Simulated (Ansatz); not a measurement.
These are PBE (plane waves to 420 eV, PAW; Ansatz, a program for electronic structure) values and carry that method's errors.

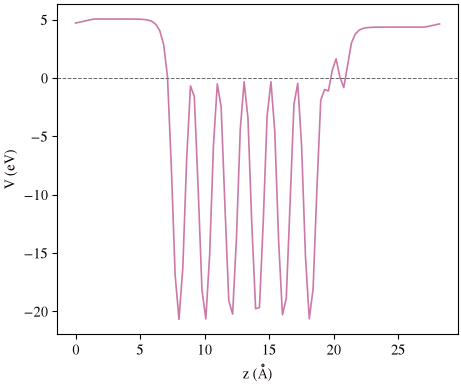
Figure: Planar average of the electrostatic potential across the slab, in eV from the Fermi level, for a constructed model of the (111) surface of fcc Ni, ferromagnetic, (√3x√3)R30° layer of Te, one a cell, on the site that continues the host's stacking (bottom of the slab: a bare face, its two planes held)

Slab: 19 atoms, 12.5 Å thick at the start; k 10x10x1, smearing 0.1 eV, dipole-corrected; 6 atoms held, the rest relaxed; start symmetry kept, larger cells not searched; spin-polarised, ending with about 10.8 μB a cell; orders that need a larger cell were not tried, no spin-orbit, no U. It is one candidate, not shown to be the stable structure of the face.

The vacuum level lies 4.37 eV above the Fermi level over the top face and 5.06 eV above it under the bottom face.
